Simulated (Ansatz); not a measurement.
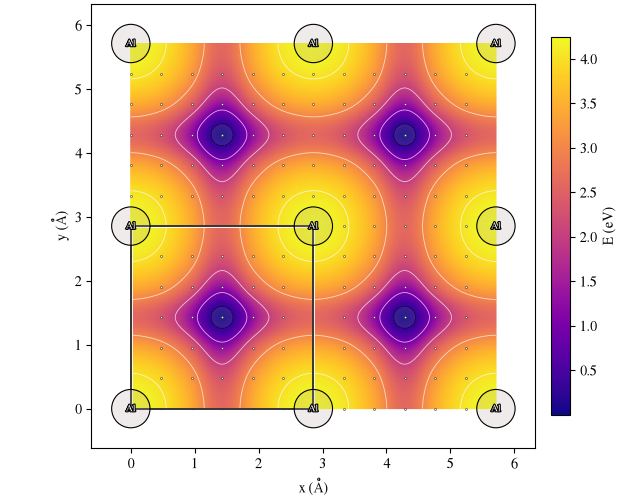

C on an Al(100) slab cut from the Fm-3m phase, its upper half relaxed before the scan (12 atoms of substrate and one adsorbate in a 2 × 2 cell). C is moved over the surface cell; relaxed at each place: the height of the adsorbate's atoms; substrate rigid; the origin of the map has the adsorbate above Al9. Places are given modulo a cell vector. The map is drawn in real space over the plane of the surface. Grid: 6 × 6 points; 10 points were computed and 26 follow by symmetry. Places are given in fractions of the 1 × 1 surface cell. All energies are given in eV relative to the lowest grid point. Computed with DFT PBE, scalar-relativistic, plane waves, PAW in Ansatz. Settings: cutoff 420 eV, k-mesh 5×5×1, gaussian smearing 0.1 eV, no spin polarisation.

The picture shows a smooth colour map with a few white contour lines, dots at the grid points, labelled circles for the atoms of the top layer and small ones for the second layer, the outline of one cell of the 2 × 2 shown. Between grid points the surface is interpolated.

The lowest grid point is at a fourfold hollow over a second-layer Al atom, (3/6, 3/6) of the cell vectors. It is the only kind of minimum in the scanned range. The highest grid point, the top site over a surface Al atom, (0/6, 0/6) of the cell vectors, lies 4.24 eV above the lowest. On the interpolated surface the easiest way out of the lowest well to its copy in the next cell or period passes a barrier of about 2.6 eV. At the lowest point the adsorbate has 4 Al at 2.02 Å as nearest neighbours, at the highest 1 Al at 1.91 Å. Its relaxed height above the top atom is 0.06 Å at the lowest and 1.91 Å at the highest point.

C is replaced by Si; all else is set up alike.

**What will the new map look like?**

The lowest place stays at a fourfold hollow over a second-layer Al atom, (3/6, 3/6) of the cell vectors. The span from the lowest to the highest grid point shrinks from 4.24 to 1.60 eV. The easiest pass out of the lowest well goes from about 2.6 to about 0.84 eV on the interpolated surfaces. In the new map: at the lowest point the adsorbate has 4 Al at 2.60 Å as nearest neighbours, at the highest 1 Al at 2.33 Å. Its relaxed height above the top atom is 1.64 Å at the lowest and 2.33 Å at the highest point.

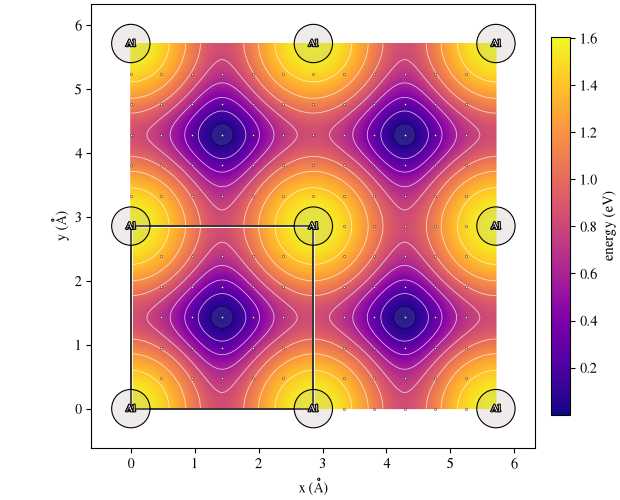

The map after the change, on a colour scale of its own. In the figure: a smooth colour map with a few white contour lines, dots at the grid points, labelled circles for the atoms of the top layer and small ones for the second layer, the outline of one cell of the 2 × 2 shown. Between grid points the surface is interpolated.
